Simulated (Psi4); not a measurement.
# C2HClF2 (SMILES FC(F)=CCl) at M06-L/6-31G(d) (spherical functions)

What is the energy change on altering one bond length of C2HClF2 at M06-L/6-31G* (spherical functions)? 

The calculation is run with Psi4 1.11.

**1. The molecule**

C2HClF2: 6 atoms, total charge 0, spin state singlet. SMILES: `FC(F)=CCl`. The coordinates come from a PBE0-D4/def2-TZVP relaxation.

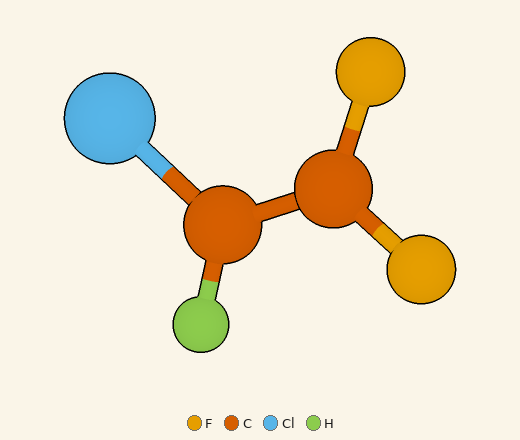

Viewed from a chosen angle; fluorine amber, carbon orange, chlorine blue, hydrogen green.

**2. Energy and gradient at M06-L/6-31G(d) (spherical functions)**

Input file c2hclf2.json:

```json
{
 "schema_name": "qcschema_input",
 "schema_version": 1,
 "molecule": {
  "schema_name": "qcschema_molecule",
  "schema_version": 2,
  "symbols": ["F", "C", "F", "C", "Cl", "H"],
  "geometry": [1.70266214, -1.53139626, 2.53608805, 0.5057852, -1.06240403, 0.41643895, 0.36379118, -3.08520467, -0.98781654, -0.4126406, 1.18442364, -0.1635558, -1.96344434, 1.75069897, -2.93304392, -0.19615357, 2.74388233, 1.13188926],
  "molecular_charge": 0,
  "molecular_multiplicity": 1,
  "fix_symmetry": "c1",
  "fix_com": true,
  "fix_orientation": true
 },
 "driver": "gradient",
 "model": {
  "method": "m06-l",
  "basis": "6-31G*"
 },
 "keywords": {
  "reference": "rks",
  "puream": true,
  "e_convergence": 1e-09,
  "d_convergence": 1e-08,
  "scf_type": "pk",
  "dft_radial_points": 99,
  "dft_spherical_points": 590,
  "scf_properties": ["MAYER_INDICES", "WIBERG_LOWDIN_INDICES", "QUADRUPOLE"]
 }
}
```

Started as:

```console
$ psi4 --qcschema c2hclf2.json -n 1 --memory 2200MB
```

stdout:

```text
[...]
  Running in c1 symmetry.
[...]
  Nuclear repulsion =  213.574873855641926
[...]
  Multiplicity = 1
[...]
  Nalpha       = 24
  Nbeta        = 24
[...]
    Number of basis functions: 76
[...]
   @RKS iter   1:  -736.46979985826374    9.06484e-03   6.65543e-03 DIIS/ADIIS
[...]
   @RKS iter  12:  -736.59269726021819   -9.32232e-12   6.11509e-09 DIIS
[...]
    Orbital Energies [Eh]
    ---------------------
    Doubly Occupied:
       1A   -101.189041     2A    -24.570478     3A    -24.569504
       4A    -10.242704     5A    -10.121588     6A     -9.421975
       7A     -7.132710     8A     -7.120660     9A     -7.120366
      10A     -1.287424    11A     -1.230787    12A     -0.858141
      13A     -0.733041    14A     -0.610159    15A     -0.557937
      16A     -0.503900    17A     -0.495559    18A     -0.430971
      19A     -0.414457    20A     -0.410021    21A     -0.389119
      22A     -0.343844    23A     -0.296384    24A     -0.226209
[...]
  @RKS Final Energy:  -736.59269726021819
   => Energetics <=
    Nuclear Repulsion Energy =            213.5748738556419255
    One-Electron Energy =               -1441.2900546629025484
    Two-Electron Energy =                 551.5446451683258147
    DFT Exchange-Correlation Energy =     -60.4221616212833936
    Empirical Dispersion Energy =           0.0000000000000000
    VV10 Nonlocal Energy =                  0.0000000000000000
    Total Energy =                       -736.5926972602181877
[...]
 Multipole Moments:
 ------------------------------------------------------------------------------------
     Multipole            Electronic (a.u.)      Nuclear  (a.u.)        Total (a.u.)
 ------------------------------------------------------------------------------------
 L = 1.  Multiply by 2.5417464519 to convert [e a0] to [Debye]
 Dipole X            :         14.5595320          -14.4177599            0.1417721
 Dipole Y            :          8.4501298           -8.3115259            0.1386039
 Dipole Z            :         33.6369017          -33.2781149            0.3587868
 Magnitude           :                                                    0.4099248
 L = 2.  Multiply by 1.3450342976 to convert [e a0^2] to [Debye ang]
 Quadrupole XX       :       -120.5198855           95.4145758          -25.1053097
 Quadrupole XY       :         99.0133978          -98.6989453            0.3144526
[...]
  -Total Gradient:
     Atom            X                  Y                   Z
    ------   -----------------  -----------------  -----------------
       1       -0.003470240034     0.000174291869    -0.006804793141
       2       -0.001680905032     0.003435277800    -0.001434658654
       3        0.001092076494     0.006748638272     0.005914580037
       4        0.001172901538    -0.006813901731    -0.001448844478
       5        0.002762661858    -0.001363246496     0.004736632744
       6        0.000189536579    -0.002222720390    -0.000854714177
[...]
```

The result, in JSON:

```text
{
 "driver": "gradient",
 "model": {
  "method": "m06-l",
  "basis": "6-31G*"
 },
 "success": true,
 "return_result": [-0.003470240033833921, 0.0001742918686668815, -0.006804793140948562, -0.0016809050324608412, 0.003435277800235441, -0.001434658654102314, 0.0010920764941497463, 0.006748638271936114, 0.0059145800365303924, 0.001172901537745949, -0.006813901731128086, -0.0014488444783349042, 0.00276266185756098, -0.001363246496309492, 0.004736632744367503, 0.0001895365792473, -0.002222720389579602, -0.000854714177392274],
 "properties": {
  "calcinfo_nbasis": 76,
  "calcinfo_nmo": 76,
  "calcinfo_nalpha": 24,
  "calcinfo_nbeta": 24,
  "calcinfo_natom": 6,
  "nuclear_repulsion_energy": 213.57487385564193,
  "return_energy": -736.5926972602182,
  "return_gradient": [-0.003470240033833921, 0.0001742918686668815, -0.006804793140948562, -0.0016809050324608412, 0.003435277800235441, -0.001434658654102314, 0.0010920764941497463, 0.006748638271936114, 0.0059145800365303924, 0.001172901537745949, -0.006813901731128086, -0.0014488444783349042, 0.00276266185756098, -0.001363246496309492, 0.004736632744367503, 0.0001895365792473, -0.002222720389579602, -0.000854714177392274],
  "scf_one_electron_energy": -1441.2900546629025,
  "scf_two_electron_energy": 551.5446451683258,
  "scf_xc_energy": -60.422161621283394,
  "scf_dipole_moment": [0.141772122631588, 0.1386038793653217, 0.35878676222141337],
  "scf_total_energy": -736.5926972602182,
  "scf_total_gradient": [-0.003470240033833921, 0.0001742918686668815, -0.006804793140948562, -0.0016809050324608412, 0.003435277800235441, -0.001434658654102314, 0.0010920764941497463, 0.006748638271936114, 0.0059145800365303924, 0.001172901537745949, -0.006813901731128086, -0.0014488444783349042, 0.00276266185756098, -0.001363246496309492, 0.004736632744367503, 0.0001895365792473, -0.002222720389579602, -0.000854714177392274],
  "scf_iterations": 12
 }
}
```

Wall time 57 s (1 thread of Intel Xeon at 2.50GHz (Skylake/Cascade Lake), shared host); peak memory 1 GiB.

**3. The distorted shape: a single-point energy at M06-L/6-31G(d) (spherical functions)**

Input file c2hclf2.json:

```json
{
 "schema_name": "qcschema_input",
 "schema_version": 1,
 "molecule": {
  "schema_name": "qcschema_molecule",
  "schema_version": 2,
  "symbols": ["F", "C", "F", "C", "Cl", "H"],
  "geometry": [1.84041183, -1.86838545, 2.62307781, 0.64353489, -1.39939322, 0.50342871, 0.50154087, -3.42219386, -0.90082677, -0.4126406, 1.18442364, -0.1635558, -1.96344434, 1.75069897, -2.93304392, -0.19615357, 2.74388233, 1.13188926],
  "molecular_charge": 0,
  "molecular_multiplicity": 1,
  "fix_symmetry": "c1"
 },
 "driver": "energy",
 "model": {
  "method": "m06-l",
  "basis": "6-31G*"
 },
 "keywords": {
  "puream": true,
  "e_convergence": 1e-09,
  "d_convergence": 1e-08,
  "scf_type": "pk",
  "dft_radial_points": 99,
  "dft_spherical_points": 590,
  "scf_properties": ["QUADRUPOLE", "DIPOLE", "MULLIKEN_CHARGES"]
 }
}
```

Started as:

```console
$ psi4 --qcschema c2hclf2.json -n 1 --memory 2200MB
```

stdout (excerpt; [...] marks lines left out):

```text
[...]
  Running in c1 symmetry.
[...]
  Nuclear repulsion =  206.006429634193523
[...]
  Multiplicity = 1
[...]
  Nalpha       = 24
  Nbeta        = 24
[...]
    Number of basis functions: 76
[...]
   @RKS iter   1:  -736.43605746538583   -1.66256e-01   6.63192e-03 DIIS/ADIIS
[...]
   @RKS iter  13:  -736.56380356645195   -2.84217e-12   4.48176e-09 DIIS
[...]
  @RKS Final Energy:  -736.56380356645195
   => Energetics <=
    Nuclear Repulsion Energy =            206.0064296341935233
    One-Electron Energy =               -1426.1298752275920378
    Two-Electron Energy =                 543.8566348156789445
    DFT Exchange-Correlation Energy =     -60.2969927887323252
    Empirical Dispersion Energy =           0.0000000000000000
    VV10 Nonlocal Energy =                  0.0000000000000000
    Total Energy =                       -736.5638035664519521
[...]
 Multipole Moments:
 ------------------------------------------------------------------------------------
     Multipole            Electronic (a.u.)      Nuclear  (a.u.)        Total (a.u.)
 ------------------------------------------------------------------------------------
 L = 1.  Multiply by 2.5417464519 to convert [e a0] to [Debye]
 Dipole X            :          0.6962569           -0.5327459            0.1635110
 Dipole Y            :         -2.7063993            2.7603205            0.0539213
 Dipole Z            :         -0.1166857            0.4717279            0.3550421
 Magnitude           :                                                    0.3945862
 L = 2.  Multiply by 1.3450342976 to convert [e a0^2] to [Debye ang]
 Quadrupole XX       :       -124.5426517           99.2633884          -25.2792633
 Quadrupole XY       :        117.7423117         -117.5315260            0.2107858
[...]
  Mulliken Charges: (a.u.)
   Center  Symbol    Alpha    Beta     Spin     Total
       1     F     4.63779  4.63779  0.00000 -0.27557
       2     C     2.63686  2.63686  0.00000  0.72629
       3     F     4.63223  4.63223  0.00000 -0.26446
       4     C     3.23378  3.23378  0.00000 -0.46757
       5    CL     8.48246  8.48246  0.00000  0.03508
       6     H     0.37689  0.37689  0.00000  0.24623
   Total alpha = 24.00000, Total beta = 24.00000, Total charge =  0.00000
[...]
```

The result, in JSON:

```text
{
 "driver": "energy",
 "model": {
  "method": "m06-l",
  "basis": "6-31G*"
 },
 "success": true,
 "return_result": -736.563803566452,
 "properties": {
  "calcinfo_nbasis": 76,
  "calcinfo_nmo": 76,
  "calcinfo_nalpha": 24,
  "calcinfo_nbeta": 24,
  "calcinfo_natom": 6,
  "nuclear_repulsion_energy": 206.00642963419352,
  "return_energy": -736.563803566452,
  "scf_one_electron_energy": -1426.129875227592,
  "scf_two_electron_energy": 543.856634815679,
  "scf_xc_energy": -60.296992788732325,
  "scf_dipole_moment": [0.16351098286290122, 0.05392125551318516, 0.3550421420513543],
  "scf_total_energy": -736.563803566452,
  "scf_iterations": 13
 }
}
```

Wall time 46 s (1 thread of Intel Xeon at 2.50GHz (Skylake/Cascade Lake), shared host); peak memory 1 GiB.

**4. Summary of results**

At M06-L/6-31G* (spherical functions):

| quantity | value |
| --- | --- |
| first shape: total energy | -736.59270 Eh |
| first shape: dipole moment | 1.04 D |
| first shape: HOMO energy | -6.16 eV |
| first shape: LUMO energy | -0.23 eV |
| first shape: HOMO–LUMO gap | 5.93 eV |
| first shape: largest force on an atom | 0.465 eV/Å |
| distorted shape: total energy | -736.56380 Eh |
| distorted shape: dipole moment | 1.00 D |
| distorted shape: HOMO energy | -5.61 eV |
| distorted shape: LUMO energy | -1.29 eV |
| distorted shape: HOMO–LUMO gap | 4.32 eV |
| energy change with the C2–C4 bond stretched from 1.321 to 1.519 Å | 0.786 eV |

With the C2–C4 bond stretched from 1.321 to 1.519 Å the energy rises by 0.79 eV (75.9 kJ/mol). The first shape isn't relaxed at this level, so the change isn't measured from a minimum. The largest force (first shape) is 0.46 eV/Å: the shape isn't a stationary point for this species at this level.
